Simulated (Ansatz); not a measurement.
**H7N3OTi: shape, modes and thermochemistry**

Aim: relax H7N3OTi from a cheap starting geometry, check the end point by its vibrations and derive ideal-gas thermochemistry, and look at its orbitals and charge.

Computed with Ansatz 0.2.0, Gaussian basis. Level: RKS PBE0-D4/def2-TZVP.

Plan: relaxation at PBE-D4/def2-SVP; relaxation at PBE0-D4/def2-TZVP; harmonic vibrations at the same level; a single point in def2-TZVPP for the fields.

## (1) The starting structure

SMILES `[NH2][Ti]([NH2])([NH2])[OH]`, 12 atoms, charge 0, spin multiplicity 1.

Atoms are counted from 1 here; the program's logs count them from 0.

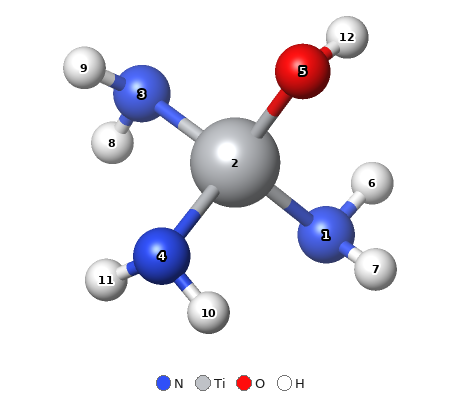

Start geometry, drawn with nitrogen blue, titanium light grey, oxygen red, hydrogen white; atoms are numbered from 1 in the order of the file.

As a file:

```xyz
12
charge 0, multiplicity 1
N    -1.57480    0.34100   -0.89890
Ti    0.13360    0.18530    0.12370
N    -0.16820   -1.10120    1.68220
N     1.65960   -0.54310   -1.12920
O     0.69850    1.93670    0.78980
H    -2.28920    0.89640   -0.27740
H    -1.40340    1.03570   -1.70300
H    -0.50950   -1.95820    1.29050
H     0.82040   -1.33640    2.08730
H     1.32780   -0.25670   -2.06940
H     1.49010   -1.59390   -1.07560
H    -0.10810    2.33930    1.21390
```

The start is a force-field geometry with small random shifts, so a cheaper pass at PBE-D4/def2-SVP comes first.

## (2) Relaxation at PBE-D4/def2-SVP (cheap first pass)

in.yaml

```yaml
crystal:
  periodic: [false, false, false]
  atoms:
    - {symbol: N, position_ang: [-1.574800, 0.341000, -0.898900]}
    - {symbol: Ti, position_ang: [0.133600, 0.185300, 0.123700]}
    - {symbol: N, position_ang: [-0.168200, -1.101200, 1.682200]}
    - {symbol: N, position_ang: [1.659600, -0.543100, -1.129200]}
    - {symbol: O, position_ang: [0.698500, 1.936700, 0.789800]}
    - {symbol: H, position_ang: [-2.289200, 0.896400, -0.277400]}
    - {symbol: H, position_ang: [-1.403400, 1.035700, -1.703000]}
    - {symbol: H, position_ang: [-0.509500, -1.958200, 1.290500]}
    - {symbol: H, position_ang: [0.820400, -1.336400, 2.087300]}
    - {symbol: H, position_ang: [1.327800, -0.256700, -2.069400]}
    - {symbol: H, position_ang: [1.490100, -1.593900, -1.075600]}
    - {symbol: H, position_ang: [-0.108100, 2.339300, 1.213900]}
basis:
  gaussian: {orbitals: def2-SVP}
hamiltonian: {xc: pbe, dispersion: d4}
relax: {f_tol: 0.03, max_steps: 200}
```

Command:

```bash
> ansatz run in.yaml --threads 4 --pin off --events-out ev --progress --plain --max-ram 11315MiB
```

The log of the run, shortened:

```text
Functional definition: PBE
  name "PBE"
  cite "Perdew, Burke & Ernzerhof, Phys. Rev. Lett. 77, 3865 (1996) doi:10.1103/PhysRevLett.77.3865"
  parent pbe
[...]
1445 factors; their error is unknown
[...]
mean field -29727.52585388 eV, -1092.4664250892 hartree, gradient 2.0e-5 eV, S^2 0.000000; 0 other end points of the search recorded, 0 dependent functions left out
[...]
reference -29727.52596312 eV, -1092.4664291038 hartree; 29, 29 occupied and 93, 93 virtual orbitals, 1445 factors
relax step   1: F+E_penalty+E_count = -29727.75611273 eV  Δ(F+E_penalty+E_count) = +0.000e0 eV  max|allowed force component| = 2.779e0 eV/Å  Δτ_max = 0.0000 Å  (51 SCF iters, accepted)
[...]
relax step   4: F+E_penalty+E_count = -29729.19681032 eV  Δ(F+E_penalty+E_count) = -1.912e-1 eV  max|allowed force component| = 6.821e-1 eV/Å  Δτ_max = 0.2000 Å  (39 SCF iters, accepted)
[...]
relax step   7: F+E_penalty+E_count = -29729.31590549 eV  Δ(F+E_penalty+E_count) = -7.336e-3 eV  max|allowed force component| = 9.950e-2 eV/Å  Δτ_max = 0.0879 Å  (33 SCF iters, accepted)
[...]
relax step  10: F+E_penalty+E_count = -29729.32356612 eV  Δ(F+E_penalty+E_count) = -4.563e-4 eV  max|allowed force component| = 1.213e-1 eV/Å  Δτ_max = 0.0413 Å  (33 SCF iters, accepted)
[...]
1445 factors; their error is unknown
mean field -29729.07025547 eV, -1092.5231808009 hartree, gradient 1.8e-5 eV, S^2 0.000000; 1 other end points of the search recorded, 0 dependent functions left out
[...]
reference -29729.07034055 eV, -1092.5231839276 hartree; 29, 29 occupied and 93, 93 virtual orbitals, 1445 factors
Total energy: -29729.32464186 eV, -1092.5325293285 hartree
Atom 0 at    -1.532318     0.456281    -0.690628 Å, force    -0.008988    -0.001443     0.000564 eV/Å
Atom 1 at     0.159519     0.175071     0.112555 Å, force     0.009699    -0.006828    -0.008058 eV/Å
Atom 2 at    -0.095183    -1.160585     1.433980 Å, force    -0.000063     0.002934     0.005490 eV/Å
Atom 3 at     1.287751    -0.440683    -1.279050 Å, force     0.006636    -0.000833    -0.001735 eV/Å
Atom 4 at     0.855120     1.677849     0.850659 Å, force    -0.000156     0.007964     0.005282 eV/Å
Atom 5 at    -2.389522     0.656777    -0.163162 Å, force     0.000809     0.000230    -0.001829 eV/Å
Atom 6 at    -1.747910     0.391534    -1.689462 Å, force     0.001480     0.000804     0.000764 eV/Å
Atom 7 at    -0.790626    -1.911576     1.384938 Å, force    -0.000776    -0.000230    -0.000808 eV/Å
Atom 8 at     0.391632    -1.199729     2.335848 Å, force    -0.001196    -0.002170    -0.002062 eV/Å
Atom 9 at     1.972692     0.165931    -1.745047 Å, force    -0.008358    -0.007154     0.003921 eV/Å
Atom 10 at     1.514510    -1.420112    -1.480896 Å, force    -0.001031     0.010042     0.000517 eV/Å
Atom 11 at     0.451135     2.554142     0.964166 Å, force     0.001944    -0.003316    -0.002046 eV/Å
Dipole moment:    -0.209217     0.000351    -0.040963 e Å
```

Wall time 24 s (4 threads of Intel Xeon Platinum 8259CL at 2.50GHz, shared host).

The steps of the relaxation:

```
step  energy from step 1 (eV)  largest force component (eV/Å)
   1                   0.0000                          2.7789
   2                  -0.9587                          1.6687
   3                  -1.2495                          2.0308
   4                  -1.4407                          0.6821
   5                  -1.5121                          0.6700
   6                  -1.5525                          0.1690
   7                  -1.5598                          0.0995
   8                  -1.5656                          0.1309
   9                  -1.5670                          0.1021
  10                  -1.5675                          0.1213
  11                  -1.5682                          0.0316
  12                  -1.5684                          0.0100
```

Close pairs (by a distance rule), those that changed most:

```
   bond  before (Å)  after (Å)  change (Å)
 Ti2–N4       2.105      1.894      -0.210
 Ti2–N3       2.043      1.896      -0.147
 Ti2–O5       1.957      1.813      -0.144
Ti2–H12       2.426      2.544      +0.117
 N1–Ti2       1.997      1.894      -0.103
  N1–H6       1.098      1.026      -0.072
  N3–H9       1.094      1.026      -0.068
  N1–H7       1.076      1.024      -0.052
```

## (3) Relaxation at PBE0-D4/def2-TZVP

in.yaml

```yaml
crystal:
  periodic: [false, false, false]
  atoms:
    - {symbol: N, position_ang: [-1.532318, 0.456281, -0.690628]}
    - {symbol: Ti, position_ang: [0.159519, 0.175071, 0.112555]}
    - {symbol: N, position_ang: [-0.095183, -1.160585, 1.433980]}
    - {symbol: N, position_ang: [1.287751, -0.440683, -1.279050]}
    - {symbol: O, position_ang: [0.855120, 1.677849, 0.850659]}
    - {symbol: H, position_ang: [-2.389522, 0.656777, -0.163162]}
    - {symbol: H, position_ang: [-1.747910, 0.391534, -1.689462]}
    - {symbol: H, position_ang: [-0.790626, -1.911576, 1.384938]}
    - {symbol: H, position_ang: [0.391632, -1.199729, 2.335848]}
    - {symbol: H, position_ang: [1.972692, 0.165931, -1.745047]}
    - {symbol: H, position_ang: [1.514510, -1.420112, -1.480896]}
    - {symbol: H, position_ang: [0.451135, 2.554142, 0.964166]}
basis:
  gaussian: {orbitals: def2-TZVP}
hamiltonian: {xc: pbe0, dispersion: d4}
relax: {f_tol: 0.005, max_steps: 150}
```

Launched as before.

The log of the run, shortened:

```text
Functional definition: PBE0
  name "PBE0"
  cite "Adamo & Barone, J. Chem. Phys. 110, 6158 (1999) doi:10.1063/1.478522"
  cite "Perdew, Burke & Ernzerhof, Phys. Rev. Lett. 77, 3865 (1996) doi:10.1103/PhysRevLett.77.3865"
  parent pbe
[...]
1390 factors; their error is unknown
[...]
mean field -29740.40249734 eV, -1092.9396330084 hartree, gradient 2.2e-5 eV, S^2 0.000000; 0 other end points of the search recorded, 0 dependent functions left out
[...]
reference -29740.40253717 eV, -1092.9396344720 hartree; 29, 29 occupied and 182, 182 virtual orbitals, 1390 factors
relax step   1: F+E_penalty+E_count = -29740.61966034 eV  Δ(F+E_penalty+E_count) = +0.000e0 eV  max|allowed force component| = 6.533e-1 eV/Å  Δτ_max = 0.0000 Å  (33 SCF iters, accepted)
[...]
Atom 2 at    -0.093433    -1.165819     1.426464 Å, force    -0.000354    -0.001765     0.001643 eV/Å
Atom 3 at     1.285791    -0.431492    -1.264090 Å, force    -0.000651    -0.000058     0.000965 eV/Å
Atom 4 at     0.828019     1.673842     0.852331 Å, force     0.001998    -0.002803    -0.000703 eV/Å
Atom 5 at    -2.385594     0.685664    -0.199539 Å, force     0.000640     0.000138    -0.000470 eV/Å
Atom 6 at    -1.732815     0.337105    -1.683652 Å, force    -0.000064    -0.000146     0.000947 eV/Å
Atom 7 at    -0.810764    -1.875244     1.397939 Å, force     0.000616     0.000586    -0.000533 eV/Å
Atom 8 at     0.422904    -1.223339     2.292823 Å, force    -0.000450     0.000296    -0.000696 eV/Å
Atom 9 at     1.932871     0.176959    -1.746704 Å, force     0.000484     0.001054    -0.000693 eV/Å
Atom 10 at     1.516053    -1.396475    -1.450941 Å, force     0.000246    -0.000683    -0.000180 eV/Å
Atom 11 at     0.515462     2.566158     0.992798 Å, force    -0.001299     0.003594     0.000495 eV/Å
Dipole moment:    -0.198557     0.020380    -0.046089 e Å
```

Run time: 49 s. Hardware: 4 threads of Intel Xeon Platinum 8259CL at 2.50GHz, shared host; peak memory 0.64 GiB.

Along the way:

```
step  energy from step 1 (eV)  largest force component (eV/Å)
   1                   0.0000                          0.6533
   2                  -0.0360                          0.2176
   3                  -0.0391                          0.0442
   4                  -0.0393                          0.0611
   5                  -0.0401                          0.0267
   6                  -0.0407                          0.0286
   7                  -0.0408                          0.0335
   8                  -0.0410                          0.0127
   9                  -0.0410                          0.0047
  10                  -0.0410                          0.0036
```

The force was under the threshold of 0.005 eV/Å already at step 9, but the program went on to step 10.

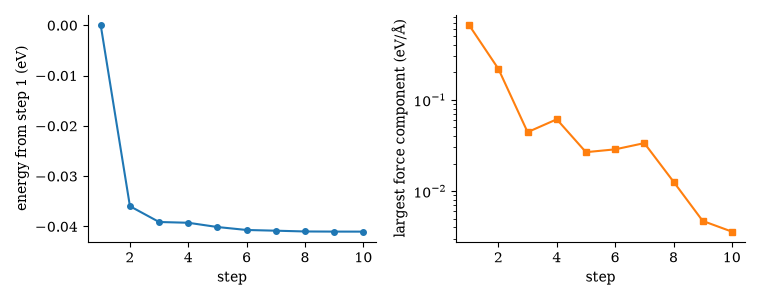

Energy and force, step by step.

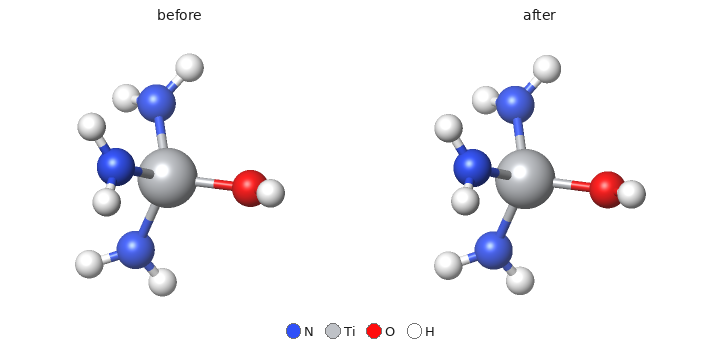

The geometry before (left) and after (right).

Distances of close pairs at the start and the end, largest changes first:

```
  bond  before (Å)  after (Å)  change (Å)
N4–H10       1.027      1.011      -0.016
N4–H11       1.025      1.010      -0.016
O5–H12       0.972      0.956      -0.016
 N1–H6       1.026      1.011      -0.016
 N3–H8       1.025      1.009      -0.015
 N3–H9       1.026      1.010      -0.015
 N1–H7       1.024      1.009      -0.015
Ti2–O5       1.813      1.807      -0.006
```

Mulliken charges of the relaxed molecule (report file):

```
atom  value (e)
  N1      -0.84
 Ti2       1.51
  N3      -0.85
  N4      -0.84
  O5      -0.75
  H6       0.23
  H7       0.25
  H8       0.24
  H9       0.24
 H10       0.24
 H11       0.24
 H12       0.32
```

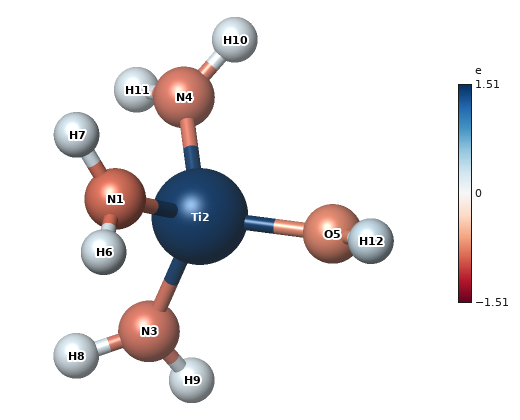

Mulliken charges of the relaxed molecule (report file), as colours on the atoms.

## (4) Vibrations by finite differences

in.yaml

```yaml
crystal:
  periodic: [false, false, false]
  atoms:
    - {symbol: N, position_ang: [-1.545378, 0.423805, -0.696320]}
    - {symbol: Ti, position_ang: [0.143683, 0.173736, 0.112791]}
    - {symbol: N, position_ang: [-0.093433, -1.165819, 1.426464]}
    - {symbol: N, position_ang: [1.285791, -0.431492, -1.264090]}
    - {symbol: O, position_ang: [0.828019, 1.673842, 0.852331]}
    - {symbol: H, position_ang: [-2.385594, 0.685664, -0.199539]}
    - {symbol: H, position_ang: [-1.732815, 0.337105, -1.683652]}
    - {symbol: H, position_ang: [-0.810764, -1.875244, 1.397939]}
    - {symbol: H, position_ang: [0.422904, -1.223339, 2.292823]}
    - {symbol: H, position_ang: [1.932871, 0.176959, -1.746704]}
    - {symbol: H, position_ang: [1.516053, -1.396475, -1.450941]}
    - {symbol: H, position_ang: [0.515462, 2.566158, 0.992798]}
basis:
  gaussian: {orbitals: def2-TZVP}
hamiltonian: {xc: pbe0, dispersion: d4}
phonons: {temperatures: {t_min: 298.15, t_max: 900, t_step: 200}}
```

Launched as before.

The log of the run, shortened:

```text
Functional definition: PBE0
  name "PBE0"
  cite "Adamo & Barone, J. Chem. Phys. 110, 6158 (1999) doi:10.1063/1.478522"
  cite "Perdew, Burke & Ernzerhof, Phys. Rev. Lett. 77, 3865 (1996) doi:10.1103/PhysRevLett.77.3865"
  parent pbe
[...]
1390 factors; their error is unknown
[...]
mean field -29740.44150016 eV, -1092.9410663356 hartree, gradient 7.2e-5 eV, S^2 0.000000; 0 other end points of the search recorded, 0 dependent functions left out
[...]
reference -29740.44153995 eV, -1092.9410677978 hartree; 29, 29 occupied and 182, 182 virtual orbitals, 1390 factors
[...]
1390 factors; their error is unknown
mean field -29740.44127580 eV, -1092.9410580905 hartree, gradient 1.6e-6 eV, S^2 0.000000; 0 other end points of the search recorded, 0 dependent functions left out
[...]
reference -29740.44131559 eV, -1092.9410595527 hartree; 29, 29 occupied and 182, 182 virtual orbitals, 1390 factors
[...]
Atom 5 at    -2.385594     0.685664    -0.199539 Å, force     0.000625     0.000128    -0.000479 eV/Å
Atom 6 at    -1.732815     0.337105    -1.683652 Å, force    -0.000065    -0.000152     0.000956 eV/Å
Atom 7 at    -0.810764    -1.875244     1.397939 Å, force     0.000634     0.000622    -0.000597 eV/Å
Atom 8 at     0.422904    -1.223339     2.292823 Å, force    -0.000448     0.000296    -0.000674 eV/Å
Atom 9 at     1.932871     0.176959    -1.746704 Å, force     0.000503     0.001072    -0.000719 eV/Å
Atom 10 at     1.516053    -1.396475    -1.450941 Å, force     0.000247    -0.000695    -0.000152 eV/Å
Atom 11 at     0.515462     2.566158     0.992798 Å, force    -0.001290     0.003577     0.000483 eV/Å
Dipole moment:    -0.198553     0.020378    -0.046087 e Å
Vibrations: 116.42 161.14 167.89 187.49 194.23 229.34 272.36 303.01 365.16 398.89 408.09 438.23 447.12 511.18 528.54 529.85 669.50 718.03 730.29 776.71 1521.39 1522.90 1527.15 3563.83 3566.74 3569.35 3667.22 3672.94 3674.40 3955.95 cm⁻¹, zero-point energy 2.380206 eV
```

Wall time 4.3 min (4 threads of Intel Xeon Platinum 8259CL at 2.50GHz, shared host); peak memory 0.65 GiB.

Motions are named by where the mode's potential energy lies. The modes, unscaled (a negative number is an imaginary wavenumber):

```
mode  cm⁻¹             motion
   1   116  torsion with bend
   2   161  torsion with bend
   3   168  bend with torsion
   4   187  torsion with bend
   5   194  torsion with bend
   6   229            torsion
   7   272            torsion
   8   303            torsion
   9   365  bend with torsion
  10   399            torsion
  11   408            torsion
  12   438            torsion
  13   447  torsion with bend
  14   511               bend
  15   529               bend
  16   530               bend
  17   670       Ti–N stretch
  18   718       Ti–N stretch
  19   730       Ti–N stretch
  20   777       Ti–O stretch
  21  1521               bend
  22  1523               bend
  23  1527               bend
  24  3564        N–H stretch
  25  3567        N–H stretch
  26  3569        N–H stretch
  27  3667        N–H stretch
  28  3673        N–H stretch
  29  3674        N–H stretch
  30  3956        O–H stretch
```

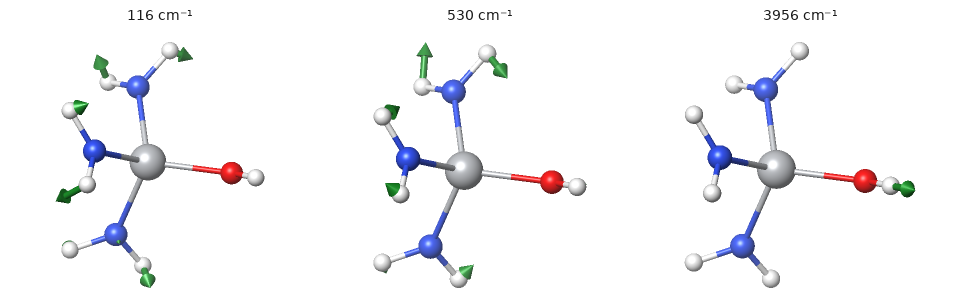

Displacements of 3 modes, as arrows.

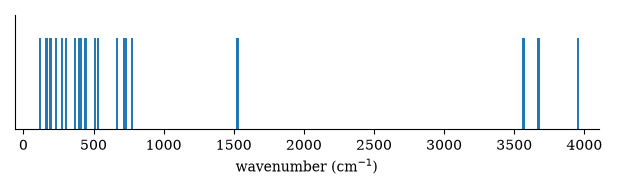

The harmonic wavenumbers as sticks (no intensities were computed).

From these modes and the moments of inertia (298.15 K, 1 bar, symmetry number 1):

```
                term            value
   zero-point energy    54.9 kcal/mol
          H(298) − E    61.7 kcal/mol
entropy, translation  167.8 J/(mol K)
   entropy, rotation  112.3 J/(mol K)
  entropy, vibration  104.9 J/(mol K)
      entropy, total  385.0 J/(mol K)
```

## (5) Orbitals, density and potential

Edit in.yaml of step 4 so:

```diff
@@ -16,4 +16,4 @@
 basis:
-  gaussian: {orbitals: def2-TZVP}
+  gaussian: {orbitals: def2-TZVPP}
 hamiltonian: {xc: pbe0, dispersion: d4}
-phonons: {temperatures: {t_min: 298.15, t_max: 900, t_step: 200}}
+output: {orbitals: {seedname: orbitals}}
```

Launched as before.

The log of the run:

```text
Functional definition: PBE0
  name "PBE0"
  cite "Adamo & Barone, J. Chem. Phys. 110, 6158 (1999) doi:10.1063/1.478522"
  cite "Perdew, Burke & Ernzerhof, Phys. Rev. Lett. 77, 3865 (1996) doi:10.1103/PhysRevLett.77.3865"
  parent pbe
  parameter a = 0.25
  parameter kappa = 0.804
  parameter beta = 0.06672455060314922
  exchange = (1 - a)*pbe_x(kappa = kappa, mu = beta*pi^2/3) + a*exact_x
  correlation = pbe_c(beta = beta)
1541 factors; their error is unknown
mean field evaluation 1: about -29715.4838 eV, gradient 1.2e2 eV
mean field evaluation 2: about -29472.1175 eV, gradient 4.4e2 eV
mean field evaluation 4: about -29737.8227 eV, gradient 3.8e1 eV
mean field evaluation 8: about -29740.5440 eV, gradient 1.2e-1 eV
mean field evaluation 16: about -29740.6823 eV, gradient 5.6e-4 eV
mean field -29740.68229987 eV, -1092.9499155616 hartree, gradient 6.5e-5 eV, S^2 0.000000; 0 other end points of the search recorded, 0 dependent functions left out
reference -29740.68233913 eV, -1092.9499170046 hartree; 29, 29 occupied and 257, 257 virtual orbitals, 1541 factors
Total energy: -29740.90153687 eV, -1092.9579723729 hartree
```

It took 6 s on 4 threads of Intel Xeon Platinum 8259CL at 2.50GHz, shared host; peak memory 0.83 GiB.

The fields below are evaluated on a grid from the run's orbitals.

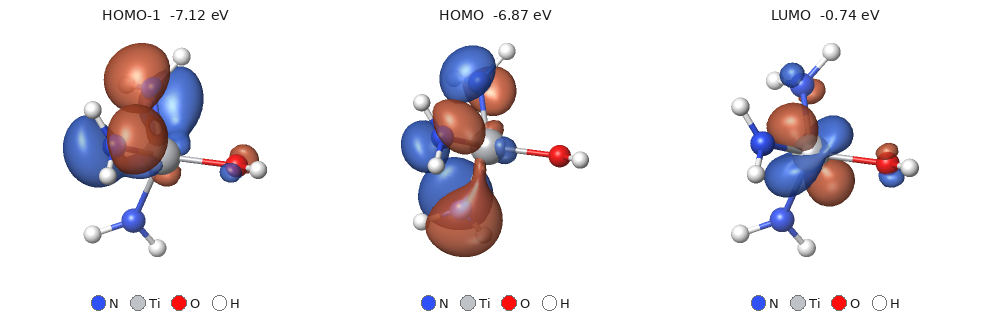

PBE0-D4/def2-TZVPP orbitals near the gap, drawn at the value that encloses 70 % of each; the two colours are the two signs.

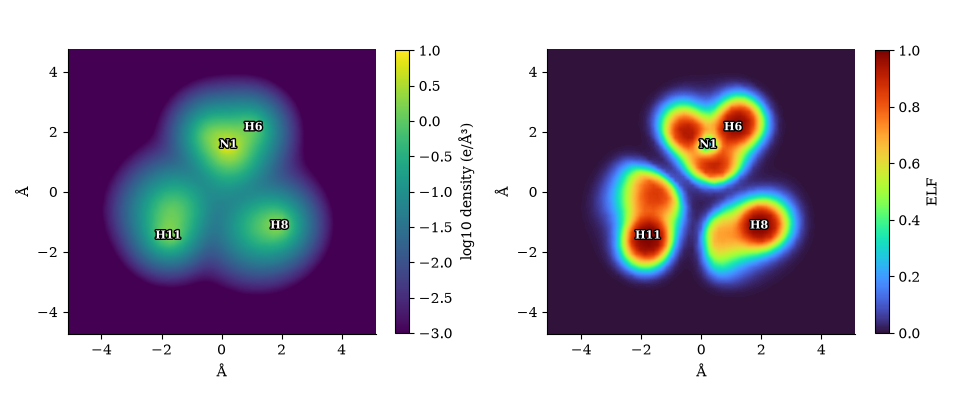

Density (left) and ELF (right) in a plane through or near 4 of the atoms.

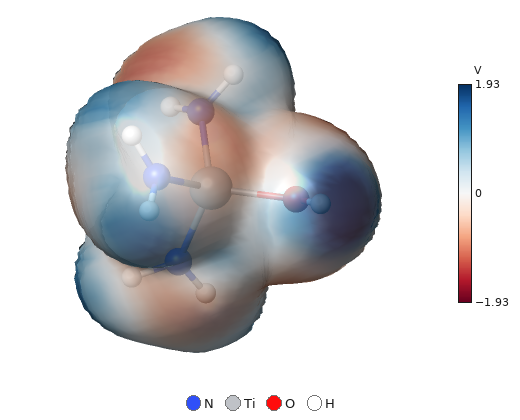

Electrostatic potential on the surface of density 0.002 e/bohr³; red is low, blue high. It runs from -1.35 V near O5 to 1.93 V near H12.

## (6) What came out

| quantity | value |
| --- | --- |
| point group | C1 |
| steps | 12 + 10 |
| shift from the start (rms) | 0.473 Å |
| total energy | -29740.6607 eV |
| dispersion term | -219 meV |
| dipole moment | 0.98 D |
| lowest, highest wavenumber | 116, 3956 cm⁻¹ |
| zero-point energy | 54.9 kcal/mol |
| entropy at 298.15 K | 385.0 J/(mol K) |
| HOMO, LUMO | -6.87, -0.74 eV |

The atoms moved 0.47 Å (rms) from the start; the bond that changed most is Ti2–N4, from 2.105 to 1.889 Å. All wavenumbers are real, so the end point is a minimum. The stiffest mode, 3956 cm⁻¹, is an O–H stretch, and 5 modes under 200 cm⁻¹ make the vibrational entropy uncertain. Harmonic hybrid wavenumbers usually lie a few per cent above measured fundamentals. The largest Mulliken charge, +1.51 e, sits on Ti2. The HOMO lies mostly on N3 42 %; N1, N4 about 15 % each and the LUMO on Ti2 73 %.
